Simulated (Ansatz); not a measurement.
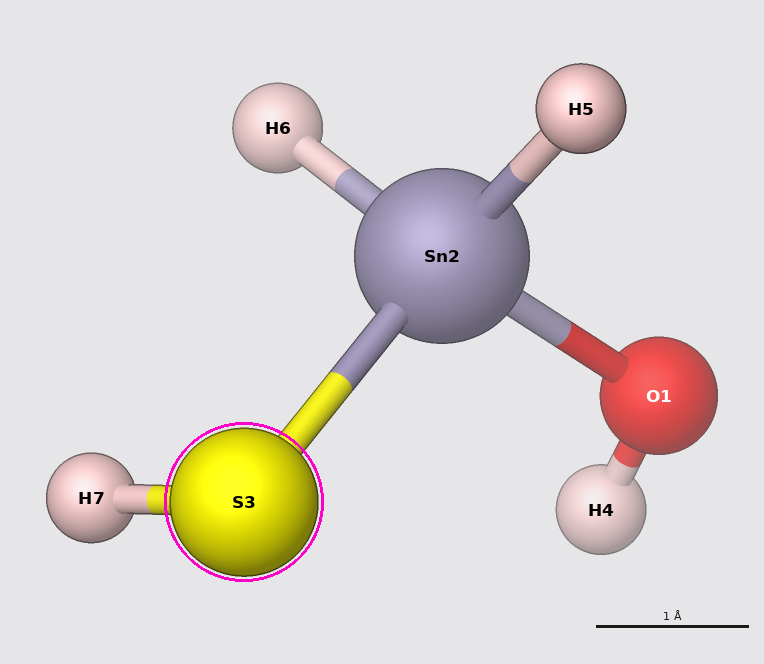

Orthographic view. Atoms fade into the background with distance from the viewer. The geometry was computed by an optimisation with PBE-D4/def2-SVP. No frequency run is at hand to confirm it as a minimum.

Q: Which atoms are bonded to the circled atom?

A: The circled atom is S3; it is bonded to Sn2, H7.

Q: Of Sn2 and H6, which is nearer the viewer?

A: Sn2; the bond to H6 points away from the viewer, so it looks shorter than its 1.73 Å.

Q: What is the shortest path along bonds from the circled atom to H4?

A: S3–Sn2–O1–H4, 3 bonds; through space the two are 3.69 Å apart.

Q: Which atom is farthest from the viewer?

A: H4, 1.4 Å behind the mean position.
